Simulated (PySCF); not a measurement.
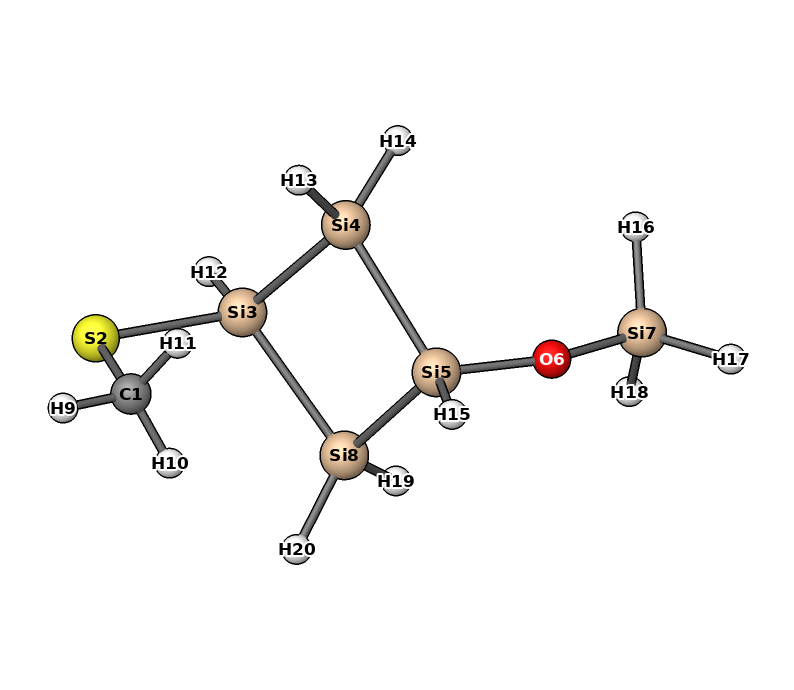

The questions are on isotropic NMR shieldings of the H atoms. Computed geometry: GFN2-xTB optimisation. No frequency run is at hand to confirm it as a minimum. Method: GIAO PBE0/pcSseg-1 NMR shielding, non-relativistic, gas phase (PySCF 2.14.0).

Which H atom is the most shielded (lowest chemical shift)?

H11 (30.01 ppm).

Which H atom is the least shielded (highest chemical shift)?

H15 (25.04 ppm).

How wide is the range of H shifts?

4.97 ppm.

Give the isotropic NMR shieldings of the H atoms atom by atom.

```json
{"atom": "H9", "σ (ppm)": "29.58"}
{"atom": "H10", "σ (ppm)": "29.83"}
{"atom": "H11", "σ (ppm)": "30.01"}
{"atom": "H12", "σ (ppm)": "26.23"}
{"atom": "H13", "σ (ppm)": "27.35"}
{"atom": "H14", "σ (ppm)": "27.16"}
{"atom": "H15", "σ (ppm)": "25.04"}
{"atom": "H16", "σ (ppm)": "26.74"}
{"atom": "H17", "σ (ppm)": "26.73"}
{"atom": "H18", "σ (ppm)": "26.73"}
{"atom": "H19", "σ (ppm)": "27.18"}
{"atom": "H20", "σ (ppm)": "27.34"}
```

The geometry is semi-empirical. Around Si such bond lengths and angles can be off by a tenth of an ångström or more and by several degrees, and values that hang on the shape move with them.
